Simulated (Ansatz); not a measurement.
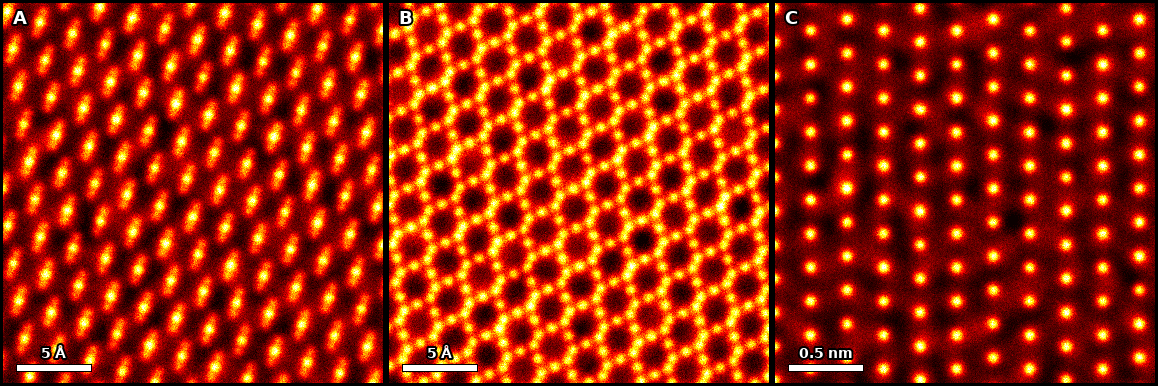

Three views of Zn (P6_3/mmc, No. 194) along different zone axes. Simulated as the projected potential of neutral atoms (B = 0.3 Å²) blurred by a 0.50 Å probe, the thin-sample limit of integrated differential phase contrast. Shot noise and the speckle of an amorphous layer were added. Model: coordinates from a relaxation with DFT, PBE, plane waves (420 eV) with PAW, scalar-relativistic (Ansatz 0.2.0); the starting structure was generated, so it need not be a known form of this composition.

```
Zn
1.0
     2.65812    0.00000    0.00000
    -1.32906    2.30200    0.00000
     0.00000    0.00000    9.94021
Zn
4
Direct
  0.00000 0.00000 0.00000
  0.00000 0.00000 0.50000
  0.33333 0.66667 0.25000
  0.66667 0.33333 0.75000
```

Question: Match the panels to the zone axes [100], [101] and [201].

Answer: A is [201]: projected cell 2.34 × 2.58 Å, 117°, plane group c2mm. B is [101]: projected cell 2.57 × 2.64 Å, 119°, plane group c2mm. C is [100]: projected cell 2.30 × 9.94 Å, 90°, plane group p2mg.
